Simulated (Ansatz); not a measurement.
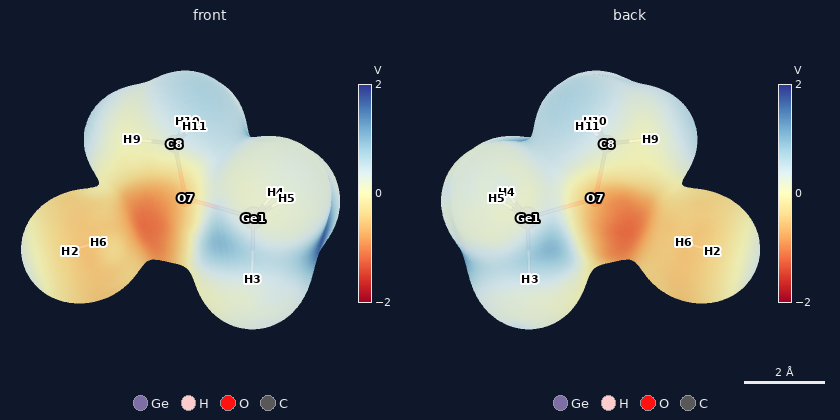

Figure 1: CH6GeO···H2. The molecular electrostatic potential painted on the density surface at 0.002 e/bohr³, seen from the front and from behind; the colour scale runs from red (negative) to blue (positive).

The product side of a reaction path; geometry: PBE0-D4/def2-TZVP.

Computed with RKS PBE0-D4/def2-TZVPP (Ansatz 0.2.0).

```xyz
11

Ge   -1.3141    0.7225   -0.8020
H     3.1932   -0.6223   -1.0146
H    -0.9504    1.1219   -2.2340
H    -1.6830    1.9416    0.0660
H    -2.4536   -0.3146   -0.7581
H     2.4741   -0.4417   -0.9118
O     0.1650   -0.0216   -0.1470
C     0.1357   -0.4945    1.1769
H     1.1191   -0.9106    1.4096
H    -0.0745    0.3067    1.8983
H    -0.6114   -1.2875    1.3167
```

Q: Describe the electrostatic potential map.

A: The most negative region (about −1.1 V, or −25 kcal/mol for a unit charge) lies over O7, the most positive (about +1.6 V, or +37 kcal/mol for a unit charge) over Ge1. O7 is the likeliest acceptor of a hydrogen bond.
